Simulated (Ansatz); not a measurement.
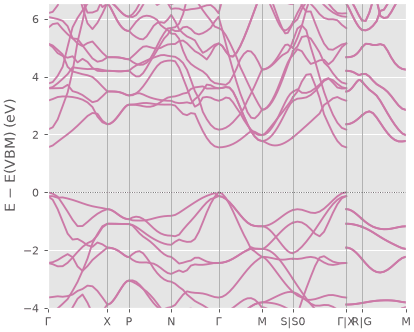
Figure: Band structure from r²SCAN in the plane-wave PAW code Ansatz

Question: Read off the gap and where the band edges lie.

Answer: About 1.6 eV (1.55 eV by a search for the band edges); maximum at Γ, minimum at Γ.

The material is ZnSiP2 (chalcopyrite, I-42d).

Symmetry was held in the r²SCAN relaxation.

Potentials: the later of the program's two PAW sets.
